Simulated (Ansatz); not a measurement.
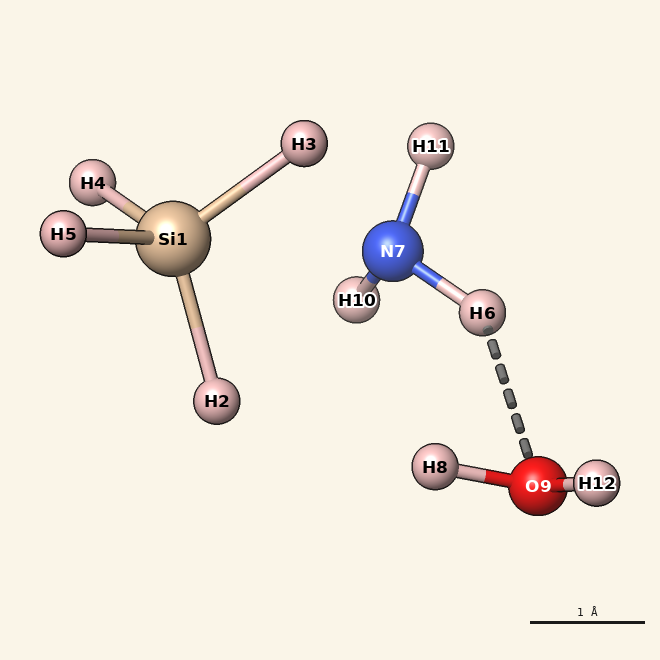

Broken lines mark hydrogen bonds. The geometry was computed by an optimisation with PBE0-D4/def2-TZVP.

Give donor, acceptor, H···A distance and D–H···A angle of each hydrogen bond.

```
   D–H···A  D–H (Å)  H···A (Å)  angle (°)            kind
N7–H6···O9     1.02       2.18        141  intermolecular
```
